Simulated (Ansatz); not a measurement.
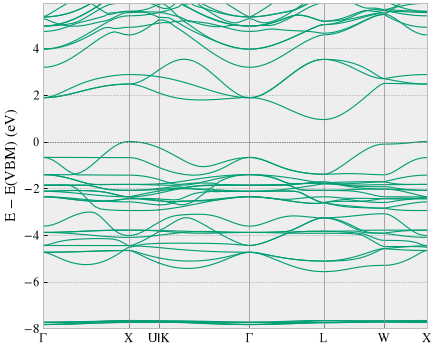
Fig. 1. Band structure from LDA in the plane-wave PAW code Ansatz

Read off the gap and where the band edges lie.

About 0.9 eV (0.94 eV by a search for the band edges); maximum at X, minimum at L.

The material is Cs$_{2}$AgBiBr$_{6}$ in space group Fm-3m (No. 225; Bi on 4a, Ag on 4b, Cs on 8c, Br on 24e).

The cell was relaxed with LDA under the symmetry of its start; of distortions, only those at the zone centre were tested, and some modes there are weakly imaginary. The run is not spin-polarised. Scalar-relativistic: spin–orbit coupling is off unless named, which matters more the heavier the elements.

Potentials: the later of the program's two PAW sets.
